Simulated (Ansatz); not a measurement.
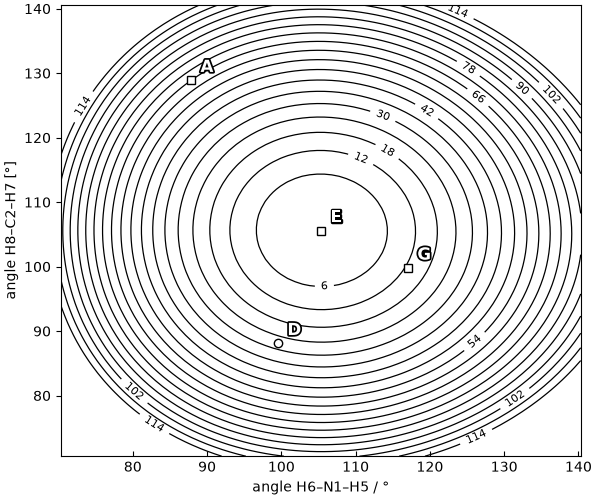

CH₆AsNZn, SMILES N[CH2][Zn][AsH2]. Coordinates scanned: (1) angle H6–N1–H5; (2) angle H8–C2–H7. Nothing is relaxed (all other coordinates rigid). The grid has 13 × 13 points. Energies are in kJ/mol, from the relaxed molecule at the same level. Computed with Ansatz, RKS B3LYP-D4/def2-SVP.

The picture shows contour lines labelled in kJ/mol (none above 114), lettered points. Between grid points the surface is interpolated.

> Is D the lowest point of the computed grid?

No. D lies 27 kJ/mol above the lowest grid point, which is at angle H6–N1–H5 = 105.3°, angle H8–C2–H7 = 105.6°.

> What kind of point is each of A, D, E, G: minimum, saddle, maximum or slope?

A: on a slope; D: on a slope; E: minimum; G: on a slope. (In these two coordinates alone; a stationary point may lie a little off the grid point.)

> Rank the lettered points by energy, lowest first.

E (0 kJ/mol), G (13 kJ/mol), D (27 kJ/mol), A (66 kJ/mol).
